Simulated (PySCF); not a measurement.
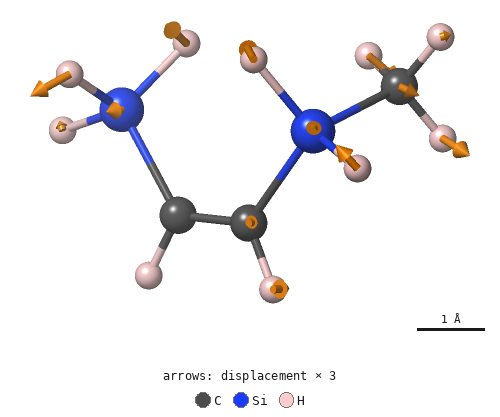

A relaxation of C3H10Si2. The starting structure is drawn; orange arrows show the displacements, magnified 3 times. The two geometries are superimposed by the best rigid fit.

Style: ball-and-stick. Shown at a tilt.

The start comes from GFN2-xTB.

All numbers below come from PBE0-D3(BJ)/def2-SVP geometry optimisation, gas phase in PySCF. 

Question: Which element moves most?

Answer: Hydrogen: up to 0.26 Å, against 0.11 Å for silicon.

Question: Describe the change and its energy.

Answer: After 7 geometry steps the energy has fallen by 8.13 kJ/mol. Largest force component: 0.67 eV/Å at the start, 0.0093 eV/Å at the end. The largest move after the best rigid fit is that of an H atom, 0.26 Å. By element the largest moves are H 0.26 Å, Si 0.11 Å, C 0.11 Å. Some distances before and after: H–Si 1.465 → 1.495 Å, C–Si 1.901 → 1.880 Å, C–H 1.086 → 1.101 Å, C–C 1.332 → 1.346 Å.
